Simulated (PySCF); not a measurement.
**Se(2+): dipole response in aug-cc-pVTZ-DK**

Aim: the static polarisability and the C₆ coefficient of Se(2+), method by method.

Method: unrestricted determinants in a Gaussian basis, no spin-orbit coupling in the energies. Code: PySCF 2.14.0.

**1. Starting point**

```
Element     : selenium (Z = 34)
Basis       : aug-cc-pVTZ-DK
Hamiltonian : scalar relativity by spin-free X2C-1e
State 1     : Se(2+): [Ar] 3d10 4s2 4p2, high-spin 3P determinant
Methods     : UHF, PBE, PBE0, wB97X
```

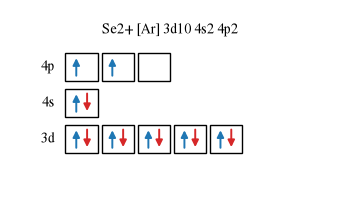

The shells outside the core, filled by Hund's rule for the drawing.

The runs were made by one driver on top of PySCF. The scripts below sum up each run's settings (the driver also hands on starting orbitals that pick excited configurations, and frozen orbitals as a list rather than a count), and the logs come from the driver's own runs. The driver starts from symmetry-adapted Hartree-Fock orbitals, holds the occupation by maximum overlap and uses a logarithmic radial grid for functionals, so a plain start would take other cycles.

The integrals over 59 functions and the set-up took 0.65 s of CPU time.

**2. Se(2+)**

**UHF**

Contents of input.py:

```python
from pyscf import gto, scf, dft, mp, cc
import basis_set_exchange as bse
mol = gto.M(atom="Se 0 0 0", charge=2, spin=2, symmetry="D2h",
            basis=gto.basis.parse(bse.get_basis("aug-cc-pVTZ-DK", elements=["Se"], fmt="nwchem")),
            nucmod="G")
mf = scf.UHF(mol).sfx2c1e()
mf.irrep_nelec = {'Ag': (6, 6), 'B1g': (1, 1), 'B2g': (1, 1), 'B3g': (1, 1), 'B1u': (3, 2), 'B2u': (3, 2), 'B3u': (2, 2)}
mf.kernel()
```

The log of the run:

```text
damping factor = 0
level_shift factor = 0
DIIS = <class 'pyscf.scf.diis.CDIIS'>
diis_start_cycle = 1
diis_space = 10
diis_damp = 0
SCF conv_tol = 1e-09
SCF conv_tol_grad = None
number electrons alpha = 17  beta = 15
cycle= 1 E= -2426.98621726518  delta_E= -0.00363  |g|= 0.0225  |ddm|= 0.0666
cycle= 2 E= -2426.98660451728  delta_E= -0.000387  |g|= 0.00763  |ddm|= 0.0199
cycle= 3 E= -2426.98665640707  delta_E= -5.19e-05  |g|= 0.000367  |ddm|= 0.0103
cycle= 4 E= -2426.98665651702  delta_E= -1.1e-07  |g|= 5.8e-05  |ddm|= 0.000639
cycle= 5 E= -2426.98665651797  delta_E= -9.49e-10  |g|= 1e-05  |ddm|= 7.95e-05
converged SCF energy = -2426.98665651797  <S^2> = 2.0077657  2S+1 = 3.0051726
```

It used 2.7 s of CPU time after the integrals (shared host).

The occupied shells:

```csv
shell,electrons,mean orbital energy (eV),spread (eV),rms radius (bohr)
1s α,1,-12759.8,0,0.0508
1s β,1,-12759.6,0,0.0508
2s α,1,-1719.3,0,0.212
2s β,1,-1719.2,0,0.212
2p α,3,-1510.2,0.088,0.189
2p β,3,-1510.0,0.228,0.189
3s α,1,-273.71,0,0.612
3s β,1,-273.25,0,0.612
3p α,3,-205.90,0.080,0.636
3p β,3,-205.28,0.741,0.636
3d α,5,-93.475,0.424,0.693
3d β,5,-93.156,0.733,0.693
4s α,1,-45.810,0,1.84
4s β,1,-39.858,0,1.84
4p α,2,-31.447,0,2.13
```

⟨S²⟩ = 2.008, ⟨L²⟩ = 2.02.

The driver then solved the coupled dipole response at imaginary frequencies: mean α = 9.567 bohr³ (xx, yy, zz: 9.612, 9.544, 9.544), C₆ = 44.16 au for a like pair.

**PBE**

input.py, as changed from the run before:

```diff
@@ -5,3 +5,3 @@
             nucmod="G")
-mf = scf.UHF(mol).sfx2c1e()
+mf = dft.UKS(mol, xc="PBE").sfx2c1e()
 mf.irrep_nelec = {'Ag': (6, 6), 'B1g': (1, 1), 'B2g': (1, 1), 'B3g': (1, 1), 'B1u': (3, 2), 'B2u': (3, 2), 'B3u': (2, 2)}
```

The log of the run:

```text
damping factor = 0
level_shift factor = 0
DIIS = <class 'pyscf.scf.diis.CDIIS'>
diis_start_cycle = 1
diis_space = 10
diis_damp = 0
SCF conv_tol = 1e-09
SCF conv_tol_grad = None
number electrons alpha = 17  beta = 15
XC functionals = PBE
    J. P. Perdew, K. Burke, and M. Ernzerhof.,  Phys. Rev. Lett. 77, 3865 (1996)
    J. P. Perdew, K. Burke, and M. Ernzerhof.,  Phys. Rev. Lett. 78, 1396 (1997)
    J. P. Perdew, K. Burke, and M. Ernzerhof.,  Phys. Rev. Lett. 77, 3865 (1996)
    J. P. Perdew, K. Burke, and M. Ernzerhof.,  Phys. Rev. Lett. 78, 1396 (1997)
cycle= 1 E= -2428.34476186558  delta_E= -0.00969  |g|= 0.122  |ddm|= 0.404
cycle= 2 E= -2428.34566548838  delta_E= -0.000904  |g|= 0.088  |ddm|= 0.17
cycle= 3 E= -2428.34683571749  delta_E= -0.00117  |g|= 0.00202  |ddm|= 0.0735
cycle= 4 E= -2428.34683679604  delta_E= -1.08e-06  |g|= 7.15e-05  |ddm|= 0.00258
cycle= 5 E= -2428.34683679911  delta_E= -3.06e-09  |g|= 2.41e-06  |ddm|= 9.97e-05
cycle= 6 E= -2428.34683679911  delta_E= -3.64e-12  |g|= 1.53e-07  |ddm|= 4.32e-06
converged SCF energy = -2428.34683679911  <S^2> = 2.0014971  2S+1 = 3.0009979
```

CPU time 5.7 s on a shared host, the integrals not counted.

The driver then solved the coupled dipole response at imaginary frequencies: mean α = 9.266 bohr³ (xx, yy, zz: 9.136, 9.331, 9.331), C₆ = 42.33 au for a like pair.

**PBE0**

input.py, as changed from the run before:

```diff
@@ -5,3 +5,3 @@
             nucmod="G")
-mf = dft.UKS(mol, xc="PBE").sfx2c1e()
+mf = dft.UKS(mol, xc="PBE0").sfx2c1e()
 mf.irrep_nelec = {'Ag': (6, 6), 'B1g': (1, 1), 'B2g': (1, 1), 'B3g': (1, 1), 'B1u': (3, 2), 'B2u': (3, 2), 'B3u': (2, 2)}
```

The log of the run:

```text
damping factor = 0
level_shift factor = 0
DIIS = <class 'pyscf.scf.diis.CDIIS'>
diis_start_cycle = 1
diis_space = 10
diis_damp = 0
SCF conv_tol = 1e-09
SCF conv_tol_grad = None
number electrons alpha = 17  beta = 15
XC functionals = PBE0
    C. Adamo and V. Barone.,  J. Chem. Phys. 110, 6158 (1999)
    M. Ernzerhof and G. E. Scuseria.,  J. Chem. Phys. 110, 5029 (1999)
cycle= 1 E= -2428.39214456641  delta_E= -0.00649  |g|= 0.0697  |ddm|= 0.279
cycle= 2 E= -2428.39258091763  delta_E= -0.000436  |g|= 0.0424  |ddm|= 0.106
cycle= 3 E= -2428.39285126345  delta_E= -0.00027  |g|= 0.00106  |ddm|= 0.0373
cycle= 4 E= -2428.39285174527  delta_E= -4.82e-07  |g|= 0.000131  |ddm|= 0.00149
cycle= 5 E= -2428.39285175045  delta_E= -5.17e-09  |g|= 1.8e-06  |ddm|= 0.000156
cycle= 6 E= -2428.39285175045  delta_E= -2.27e-12  |g|= 5.12e-08  |ddm|= 7.63e-06
converged SCF energy = -2428.39285175045  <S^2> = 2.0024648  2S+1 = 3.0016428
```

CPU time 8 s on a shared host, the integrals not counted.

The driver then solved the coupled dipole response at imaginary frequencies: mean α = 9.289 bohr³ (xx, yy, zz: 9.227, 9.320, 9.320), C₆ = 42.49 au for a like pair.

**wB97X**

input.py, as changed from the run before:

```diff
@@ -5,3 +5,3 @@
             nucmod="G")
-mf = dft.UKS(mol, xc="PBE0").sfx2c1e()
+mf = dft.UKS(mol, xc="WB97X").sfx2c1e()
 mf.irrep_nelec = {'Ag': (6, 6), 'B1g': (1, 1), 'B2g': (1, 1), 'B3g': (1, 1), 'B1u': (3, 2), 'B2u': (3, 2), 'B3u': (2, 2)}
```

The log of the run:

```text
damping factor = 0
level_shift factor = 0
DIIS = <class 'pyscf.scf.diis.CDIIS'>
diis_start_cycle = 1
diis_space = 10
diis_damp = 0
SCF conv_tol = 1e-09
SCF conv_tol_grad = None
number electrons alpha = 17  beta = 15
XC functionals = WB97X
    J.-D. Chai and M. Head-Gordon.,  J. Chem. Phys. 128, 084106 (2008)
cycle= 1 E= -2428.73846256276  delta_E= -0.00719  |g|= 0.0737  |ddm|= 0.291
cycle= 2 E= -2428.73906089687  delta_E= -0.000598  |g|= 0.0404  |ddm|= 0.113
cycle= 3 E= -2428.73929823002  delta_E= -0.000237  |g|= 0.00124  |ddm|= 0.0377
cycle= 4 E= -2428.73929924598  delta_E= -1.02e-06  |g|= 9.32e-05  |ddm|= 0.00235
cycle= 5 E= -2428.73929925274  delta_E= -6.76e-09  |g|= 5.75e-06  |ddm|= 0.000288
cycle= 6 E= -2428.73929925277  delta_E= -2.96e-11  |g|= 6.11e-07  |ddm|= 3.34e-05
converged SCF energy = -2428.73929925277  <S^2> = 2.0018321  2S+1 = 3.0012211
```

It used 11 s of CPU time after the integrals (shared host).

The driver then solved the coupled dipole response at imaginary frequencies: mean α = 9.117 bohr³ (xx, yy, zz: 9.091, 9.130, 9.130), C₆ = 41.44 au for a like pair.

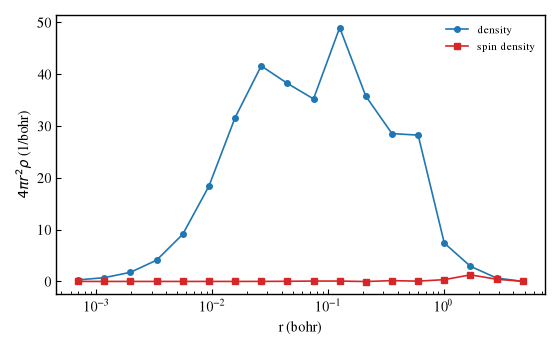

Radial density 4πr²ρ of Se(2+) at UHF, at 18 stored radii joined by straight lines.

**3. Polarisabilities and C₆**

Se(2+), in atomic units:

```csv
method,mean α,C₆ (like pair),S(−4)
UHF,9.567,44.16,25.67
PBE,9.266,42.33,23.36
PBE0,9.289,42.49,23.45
wB97X,9.117,41.44,22.35
```

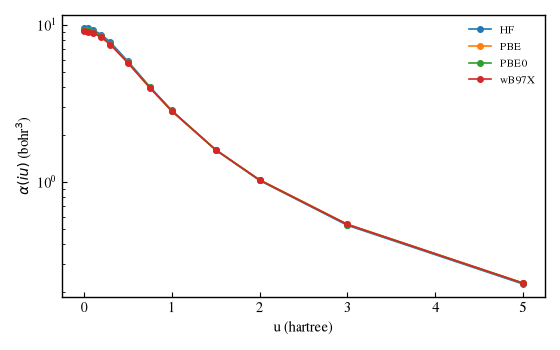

α(iu) of Se(2+), the polarisability at imaginary frequency, on a logarithmic scale.

**4. Outcome**

| quantity | value |
| --- | --- |
| α of Se(2+) | 9.117 (wB97X) to 9.567 (UHF) bohr³ |

A single London oscillator with the computed α and C₆ of Se(2+) at UHF would have ω = 4 C₆ / (3 α²) = 0.643 hartree. The basis is finite, and no extrapolation was made.
